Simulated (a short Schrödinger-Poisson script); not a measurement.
Stack: gated Al0.3Ga0.7As/GaAs modulation-doped gas, at 20 K.

| layer | material | thickness (nm) | Nd (cm⁻³) | Na (cm⁻³) |
|---|---|---|---|---|
| 1 | Al0.3Ga0.7As | 30 | - | - |
| 2 | Al0.3Ga0.7As | 30 | 2.1e18 | - |
| 3 | Al0.3Ga0.7As | 2 | - | - |
| 4 | GaAs | 6000 | - | 3e14 |

The device is made up for the run: typed textbook-type constants, with dimensions and the other settings drawn at random. Al0.3Ga0.7As: permittivity 12.05, conduction-band edge (eV) 0.237, gap (eV) 1.798, electron mass (mₑ) 0.0919, Nv at 300 K (cm⁻³) 9e18. GaAs: permittivity 12.9, conduction-band edge (eV) 0, gap (eV) 1.424, Nv at 300 K (cm⁻³) 9e18.

Channel valleys (confinement mass, in-plane density-of-states mass, number): Γ 0.067, 0.067, 1. At the gate the conduction-band edge of layer 1 lies 0.99 eV − eVg above the Fermi level of the channel; the field vanishes at the back. Donor level 0.05 eV below the band edge. The barrier under the gate holds no holes. Gaps are held at their typed values at every temperature. Mesh 0.08 nm at interfaces.

Solved with a short Schrödinger-Poisson script written for these runs: 1D Poisson equation in equilibrium, electrons quantum, Hartree plus LDA exchange-correlation (BenDaniel-Duke, 40 states a valley, the channel's in-plane mass for all, wave functions free to enter the barrier), parabolic valleys, classical holes, donors ionised by Fermi statistics, acceptors fully, no traps, pinning or gate leakage.

Only gate voltages with over 1e8 electrons/cm² are shown.

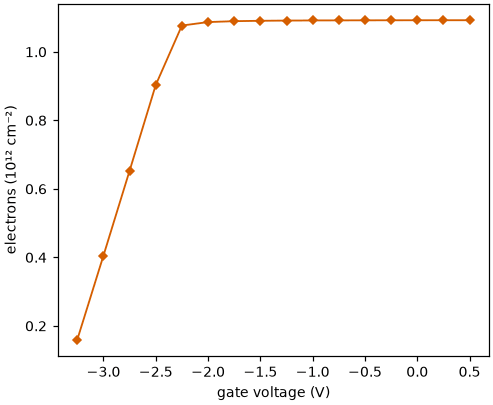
*Sheet density against gate voltage*

```tsv
Vg (V)	electrons (cm⁻²)	in the channel layer	C (μF/cm²)	Γ E0 (meV)	Γ E1 (meV)
0.5	1.09e12	1.05e12	0.311	-37.2	-1.1
0.25	1.09e12	1.05e12	0.292	-37.2	-1.1
0	1.09e12	1.05e12	0.276	-37.2	-1.1
-0.25	1.09e12	1.05e12	0.262	-37.2	-1.1
-0.5	1.09e12	1.05e12	0.251	-37.2	-1.1
-0.75	1.09e12	1.05e12	0.240	-37.2	-1.1
-1	1.09e12	1.05e12	0.231	-37.2	-1.1
-1.25	1.09e12	1.05e12	0.223	-37.2	-1.1
-1.5	1.09e12	1.05e12	0.216	-37.1	-1.1
-1.75	1.09e12	1.05e12	0.209	-37.1	-1.1
-2	1.09e12	1.05e12	0.202	-37.0	-1.1
-2.25	1.08e12	1.04e12	0.194	-36.7	-1.0
-2.5	9.03e11	8.76e11	0.161	-31.5	1.0
-2.75	6.53e11	6.39e11	0.160	-23.3	5.3
-3	4.05e11	3.99e11	0.158	-14.5	10.5
-3.25	1.60e11	1.59e11	0.156	-5.7	14.8
```

Subbands count from the Fermi level.
